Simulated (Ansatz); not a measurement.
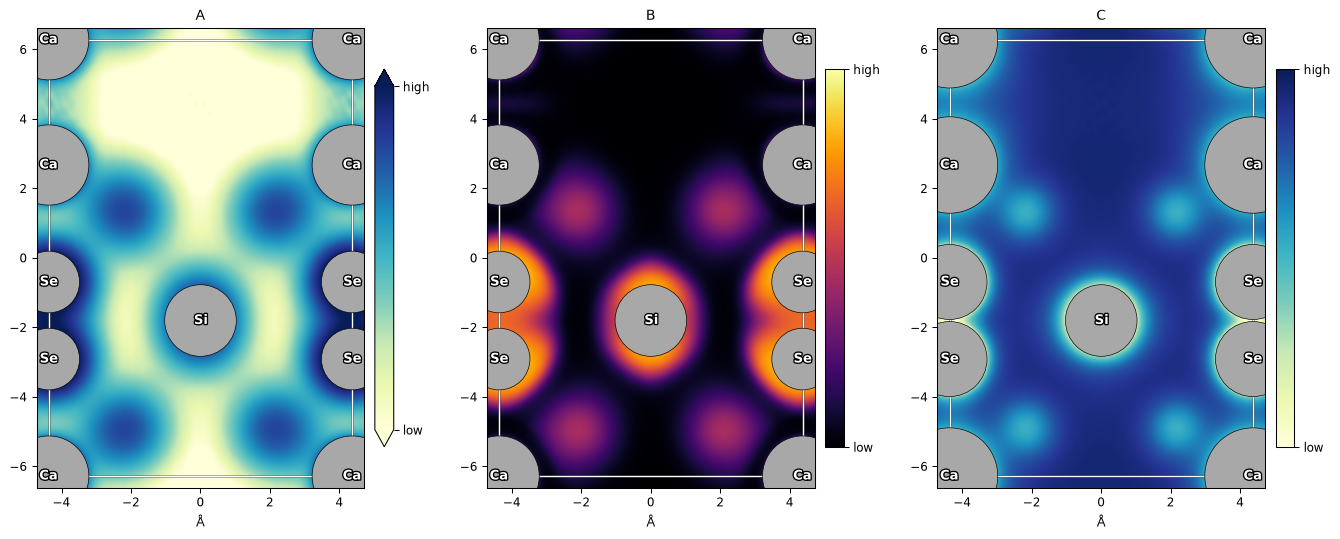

Ca2SiSe6: 3 fields on the (100) plane of the conventional cell, with unlabelled colour scales. Grey discs cover the atomic cores.

Space group Immm; a structure generated by program, which may or may not match a known phase.

These are results of DFT PBE, scalar-relativistic, plane waves, PAW in Ansatz 0.2.0, not measurements.

```cif
data_structure
_symmetry_space_group_name_H-M 'P 1'
_symmetry_Int_Tables_number 1
_cell_length_a 5.3300
_cell_length_b 8.7360
_cell_length_c 12.5575
_cell_angle_alpha 90.000
_cell_angle_beta 90.000
_cell_angle_gamma 90.000
_cell_volume 584.72
loop_
_atom_site_label
_atom_site_type_symbol
_atom_site_fract_x
_atom_site_fract_y
_atom_site_fract_z
_atom_site_occupancy
Ca1 Ca 0.00000 0.00000 0.14350 1
Ca2 Ca 0.50000 0.50000 0.64350 1
Ca3 Ca 0.00000 0.00000 0.85650 1
Ca4 Ca 0.50000 0.50000 0.35650 1
Si1 Si 0.50000 0.00000 0.00000 1
Si2 Si 0.00000 0.50000 0.50000 1
Se1 Se 0.25000 0.25000 0.75000 1
Se2 Se 0.75000 0.75000 0.25000 1
Se3 Se 0.25000 0.25000 0.25000 1
Se4 Se 0.75000 0.75000 0.75000 1
Se5 Se 0.75000 0.25000 0.25000 1
Se6 Se 0.25000 0.75000 0.75000 1
Se7 Se 0.25000 0.75000 0.25000 1
Se8 Se 0.75000 0.25000 0.75000 1
Se9 Se 0.00000 0.00000 0.58832 1
Se10 Se 0.50000 0.50000 0.08832 1
Se11 Se 0.00000 0.00000 0.41168 1
Se12 Se 0.50000 0.50000 0.91168 1
```

The panels show electron localisation function, electrostatic potential energy of an electron and valence pseudo-density in some order. Assign them.

Answer. Panel A: valence pseudo-density. Panel B: electron localisation function. Panel C: electrostatic potential energy of an electron (low next to the atoms, rising into the space between them).
